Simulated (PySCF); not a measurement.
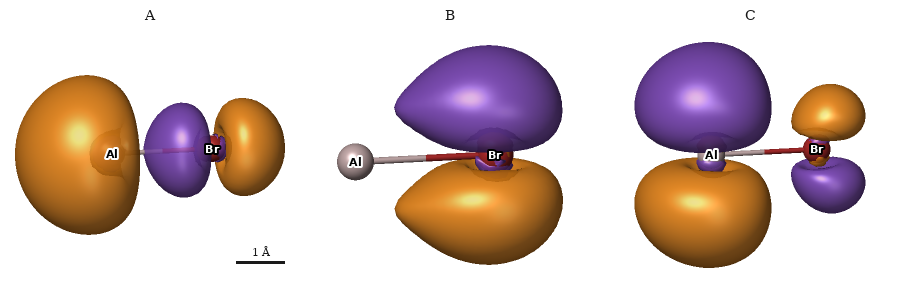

The picture shows: AlBr (charge +1, doublet). Three frontier α-spin orbitals, each drawn at the value that holds 80 % of its norm (orange and purple are the two phases), in no order; of a degenerate pair one member is drawn.

The calculation used PySCF, PBE0/pcseg-1, non-relativistic, at a bond length of 2.206 Å.

> Label each orbital by symmetry, say whether it is occupied, and order them by energy.

Orbital B: π, occupied in this spin, −14.97 eV; mainly on Br (90 %).
Orbital A: σ, occupied in this spin, −14.44 eV; mainly on Al (75 %).
Orbital C: π, empty in this spin, −8.31 eV; mainly on Al (85 %).
